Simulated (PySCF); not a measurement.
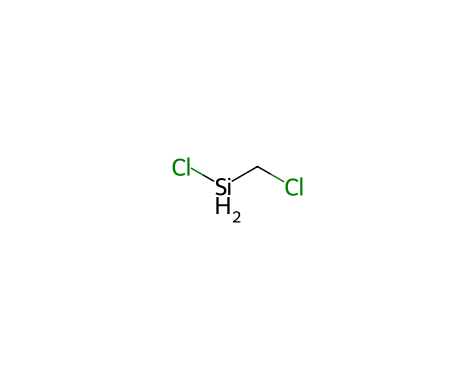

Computed geometry: GFN2-xTB optimisation. No frequency run is at hand to confirm it as a minimum. Level of theory: ωB97X-D/def2-SVPD, gas phase (PySCF 2.14.0). Excitations: vertical, linear response.

**Estimate the mean static polarisability.**

65.4 bohr³.

**Give the LUMO energy (Kohn–Sham orbital) at this level.**

1.47 eV.

**Estimate the HOMO energy (Kohn–Sham orbital).**

−10.21 eV.

**Give the dipole moment at this level.**

0.59 D.

The geometry is semi-empirical. Around Si such bond lengths and angles can be off by a tenth of an ångström or more and by several degrees, and values that hang on the shape move with them.
